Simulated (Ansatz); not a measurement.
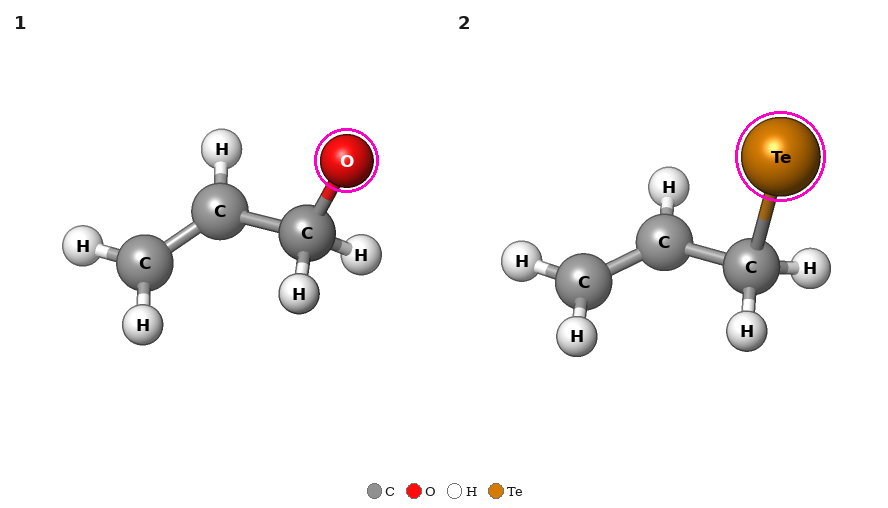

2 molecules with one skeleton, seen from the same side and at one scale; the atom that differs is circled. State: neutral, doublet. Computed geometries: PBE0-D4/def2-TZVP optimisations, one conformation each. Properties computed with Ansatz 0.2.0. Elements past Kr carry core potentials.

One atom differs, called X below: O in panel 1, Te in panel 2. Their formulas are C3H5O (`C=CC[O]`), C3H5Te (`C=CC[Te]`).

In which is the length of X–C larger (PBE0-D4/def2-TZVP)?

Answer. In panel 2 (X = Te).

In which is the angle C–C–X larger (PBE0-D4/def2-TZVP)?

Answer. In panel 1 (X = O).

Give the values. With PBE0-D4/def2-TZVP: length of X–C (Å), angle C–C–X (°), harmonic zero-point energy (kJ/mol). With PBE-D4/def2-TZVPP: dipole moment (D).

```
                           quantity  1 (O)  2 (Te)   2 − 1
                  length of X–C (Å)  1.356   2.164  +0.808
                    angle C–C–X (°)  115.4   107.2    −8.2
                  dipole moment (D)   2.12    1.18   −0.94
harmonic zero-point energy (kJ/mol)  185.8   183.4    −2.4
```
